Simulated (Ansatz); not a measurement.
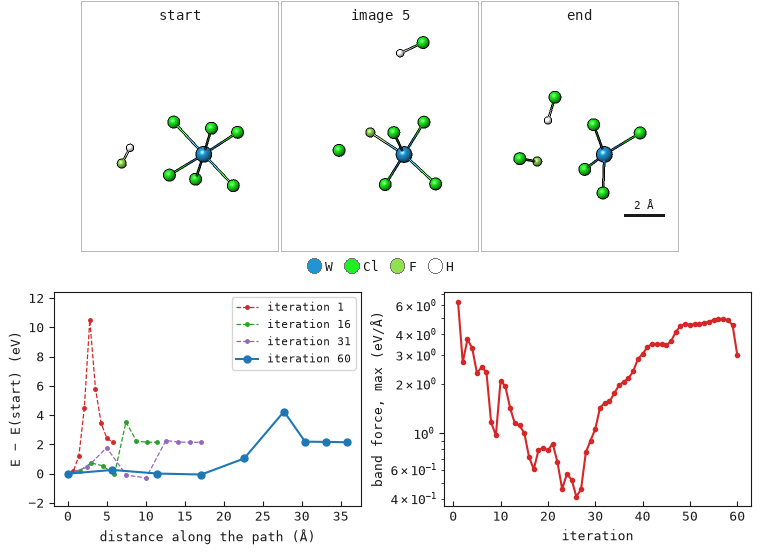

A nudged-elastic-band calculation for WHCl$_{6}$F, made up at the start of WCl₆ and HF. Images are numbered from 0 (start) to 8 (end). The plot follows the band through its iterations. Style: ball-and-stick. Shown at a tilt.

All numbers below come from RHF/def2-SVP (Ansatz). Settings: 7 movable images; climbing image; force threshold 0.03 eV/Å; iteration limit 60; starting path through a guess of the saddle point.

### How did the profile develop, and is the result final?

The result isn't final. The band hadn't converged when the run stopped after 60 iterations. The largest component of the band force went from 6.3 to 3 eV/Å. The barrier read from it is provisional: over the last two iterations the highest image moved from 3.82 eV to 4.25 eV. The first iteration put the highest image at 10.50 eV. The energy climbs by 4.25 eV to image 5 and then falls by 2.10 eV, so the end point sits at +2.15 eV. Image 3 lies below both ends, at −0.06 eV, which may mean an intermediate minimum or an end that is no minimum.

Limits of the set-up: the start holds two separate molecules, 2.7 Å apart at their closest, whose relative position is a soft coordinate and is computed without a dispersion correction; Hartree-Fock leaves out electron correlation.
